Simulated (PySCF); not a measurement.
C₂H₆AlN, singlet at its PBE0/def2-SVP optimised geometry (Å):

```
10

Al    -0.4315    -0.1005     0.0000
H     -1.1726     1.3223     0.0000
H     -1.1728    -1.3223     0.7288
H      1.1728    -0.1005     0.0000
C     -1.1755    -1.3118    -4.4136
C     -0.9422    -0.9352    -3.0372
N     -0.7566    -0.6349    -1.9411
H     -1.6785    -0.4901    -4.9436
H     -1.8109    -2.2084    -4.4512
H     -0.2172    -1.5272    -4.9077
```

Calculation: PBE0/def2-TZVP run with PySCF. Cells within 0.4 Å of a nucleus heavier than hydrogen are left out (blank, or x).

Map of the Laplacian of the electron density (e/bohr⁵), clipped to [-1.50, 1.50] on the plane z = 0.0 Å:

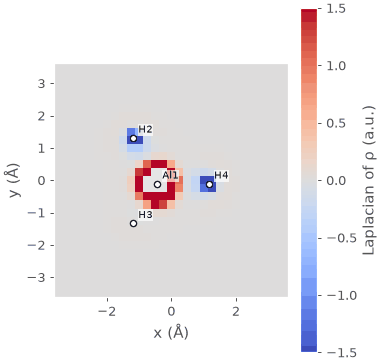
Figure. Laplacian of the electron density (e/bohr⁵), clipped to [-1.50, 1.50] on the plane z = 0.0 Å.
